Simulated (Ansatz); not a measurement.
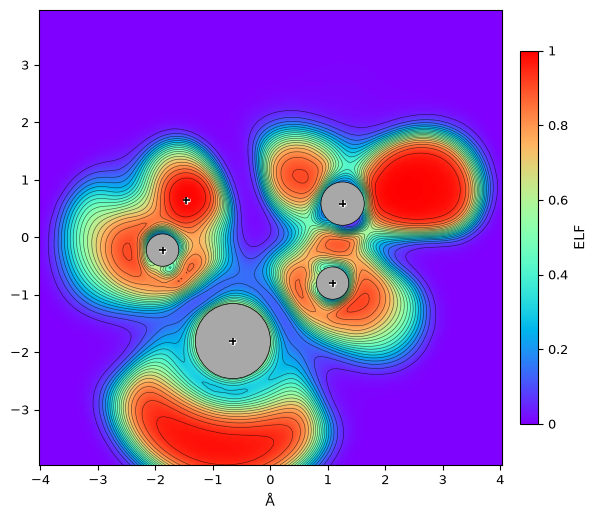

The ELF on a plane through atoms (crosses mark nuclei in the plane; grey discs cover the cores).

Computed with isolated molecule in a Gaussian basis; Kohn-Sham density functional theory, functional PBE0 in Ansatz 0.2.0.

Candidates:
A. C$_{2}$H$_{6}$O$_{2}$Sn (SMILES CC[O][Sn][OH])
B. H$_{3}$PSi$_{3}$
C. ClF$_{2}$HO$_{2}$W (SMILES [O]=[W]([OH])([F])([F])[Cl])

### Which candidate gave the map?

Candidate A: C$_{2}$H$_{6}$O$_{2}$Sn on the plane of atoms Sn5, O4 and H11, which holds C, O, Sn and H. C–O (1.39 Å): the ELF peaks at about 0.90 between the atoms: a shared but strongly polarised pair. Sn–O (2.00 Å): the ELF peaks at about 0.85 in the valence shell of O, 0.6 Å from its nucleus, and drops to about 0.10 between the two atoms.
